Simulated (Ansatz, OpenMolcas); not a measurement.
**SiNH5: a line through the functionals**

SiNH5 has 7 atoms, charge 0, and is taken as a singlet. As SMILES, `[SiH3]N`. The coordinates come from a PBE0-D4/def2-TZVP relaxation.

The HOMO–LUMO gap y, in eV, basis def2-TZVP; a is the functional's share of exact exchange. Programs: Ansatz 0.2.0, OpenMolcas 26.06.

| functional | program | a | y (eV) |
| --- | --- | --- | --- |
| TPSS | OpenMolcas | 0 | 5.87 |
| BLYP | Ansatz | 0 | 5.46 |
| B3LYP | Ansatz | 0.2 | ? |
| r2SCAN0 | Ansatz | 0.25 | 8.35 |
| PBE0 | Ansatz | 0.25 | 7.77 |
| BHLYP | Ansatz | 0.5 | 9.82 |

**Question.** Fit y = c + s·a to the known rows and predict B3LYP.

**Answer.** 
1. Means of the 5 rows: a = 0.2000, y = 7.454.
2. Σ(Δa)² = 0.175, Σ(Δa·Δy) = 1.486, so the slope is 1.486/0.175 = 8.4914.
3. Intercept: 7.454 − (8.4914) × 0.2000 = 5.756. The largest residual of the fit is 0.47.
4. B3LYP: 5.756 + (8.4914) × 0.2 = 7.45 eV.

The run gave 7.25 eV, so the prediction is off by +0.20 eV, within the largest residual. Exact exchange lowers occupied levels and raises empty ones. The rows mix families of semi-local functionals, which the line can't see.

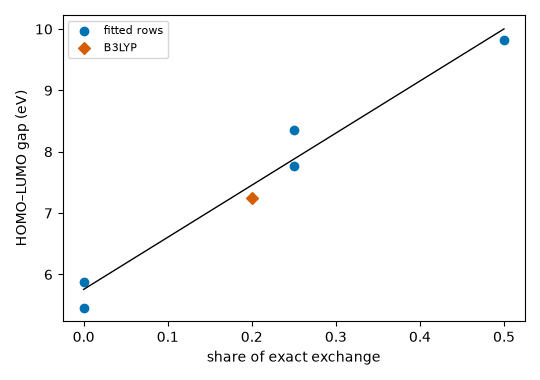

The fitted line, with the withheld row.
